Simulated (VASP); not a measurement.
Band structure of K₂Li₂Cl₄ (ordered alloy cell). Calculation: PBEsol GGA, VASP's PBE PAW potentials (set 64) (plane waves; VASP).

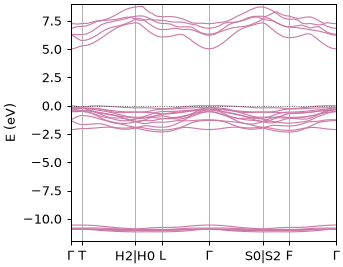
Bands along high-symmetry lines, zero at the valence-band maximum or, without a gap, the Fermi level

### Question
Read the plot: is there a gap, and where are the band edges?

### Answer
The gap is indirect, 5.02 eV, from the valence maximum at F-Γ at 0.82 to the conduction minimum at Γ. (Edges off the drawn lines would not show.)

The structure was generated: K2Li2Cl4 was put into an ordered model structure (R-3m), which need not be its known phase. It was relaxed first.
